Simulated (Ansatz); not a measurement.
# Surface energy of Ta(110) slab (24 atoms)

What is the surface energy of this cell, counted against the bulk crystal, and how far does it hang on functional and mesh?

Calculated with Ansatz 0.2.0: Kohn-Sham DFT, PBE, PAW (set soft_2), plane waves; cutoff 420 eV, fermi-dirac smearing of 0.1 eV. Cutoffs: 420 eV for PBE and PBEsol; 500 eV for r2SCAN.

**The cells**

The cell holds 24 atoms: 24 Ta. Its edges and angles: a = 5.750 Å, b = 5.750 Å, c = 26.738 Å, α = 90.0°, β = 90.0°, γ = 109.5°. It derives from Ta. The starting structure: Slab of Ta cut on (1 1 0), 11.7 Å thick, 2 x 2 surface cells, both faces free, 15 Å of vacuum; not relaxed. Lattice constants are starting values near those of PBE. Vacuum lies along c.

The bulk reference is Ta2 in a cell of 2 atoms, 18.297 Å³ an atom.

The input of the single point on the relaxed cell:

```yaml
crystal:
  lattice:
    - [5.75041, 0.0, 0.0]
    - [-1.9168, 5.42154, 0.0]
    - [0.0, 0.0, 26.73797]
  atoms:
    - { symbol: Ta, position: [1.0, 1.0, 0.28406] }
    - { symbol: Ta, position: [0.25, 0.25, 0.36824] }
    - { symbol: Ta, position: [0.0, 0.0, 0.45618] }
    - { symbol: Ta, position: [0.25, 0.25, 0.54382] }
    [... 18 atom lines left out ...]
    - { symbol: Ta, position: [0.5, 0.5, 0.63176] }
    - { symbol: Ta, position: [0.75, 0.75, 0.71594] }
kpoints:
  mp_grid: { grid: [7, 7, 1] }
hamiltonian:
  xc: pbe
scf:
  occupations: { method: fermi_dirac, width: 0.1 }
output:
  forces: true
  populations: true
  dos:
    method: { smearing: { sigma: 0.08 } }
    de: 0.1
    projected: { site_lists: { Ta: [Ta] } }
  eigenvalues: true
  write_density: true
  write_potential: true
  volumetric_format: npy
```

| cell | formula | k-mesh | relaxation steps | gain on relaxing (eV) | free energy, PBE (eV) | time of its runs on this page |
| --- | --- | --- | --- | --- | --- | --- |
| Ta(110) slab | Ta24 | 7×7×1 (relaxed on 4×4×1) | 3 | 0.21 | -238365.336 | 40 s |
| bulk Ta | Ta2 | 17×17×17 | - | - | -19864.546 | 19 s |

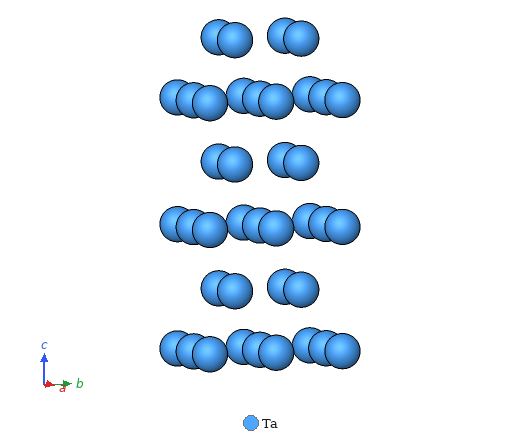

The relaxed cell. Some periodic images of atoms are drawn too.

**Surface energy**

The excess is the cell's free energy less 12 times that of the bulk cell. It is divided by twice the area, as the cell holds two faces, so the value is their mean, and they need not be alike (31.18 Å²), with 1 eV/Å² = 16.022 J/m².

```
           level  k-mesh  excess (eV)  surface energy (J/m²)  per area (meV/Å²)
             PBE   7×7×1        9.211                  2.367              147.7
PBE, denser mesh   8×8×1        9.241                  2.374              148.2
          r2SCAN   7×7×1       10.034                  2.578              160.9
          PBEsol   7×7×1       10.135                  2.604              162.5
```

Worked for the first row at PBE: (-238365.336) − 12 × (-19864.546) = 9.211 eV (from unrounded energies).

Then 9.211 / (2 × 31.18) × 16.022 = 2.367 J/m².

**Findings**

At PBE the surface energy is 2.37 J/m². At the same geometries the levels give 2.37 (PBE) to 2.60 J/m² (PBEsol) and the denser mesh leaves it within 0.01 J/m². Relaxing the atoms lowered it by 0.055 J/m² from the start (on the 4×4×1 mesh of the relaxation), and the farthest atom moved 0.10 Å.

Limits: The cell edges were held, so the lattice is the typed one for every functional. Cell and bulk are sampled on unlike meshes, and the error grows with the number of atoms subtracted. These are free energies under a smearing of 0.1 eV, whose entropy term isn't removed. Spin–orbit coupling is left out, which matters for the levels of the heavy elements. In some runs the program notes that the exchange-correlation potential is rough where the density is thin.

[Logs are printed without paths, hosts, clocks, repeated set-up lines and the standing remarks that a program may print on its own settings, such as how far it seeks lower states.]

[Hosts, paths, dates, database ids (printed as entryN), source tags and the programs' standing remarks are cut or masked in the printed files.]
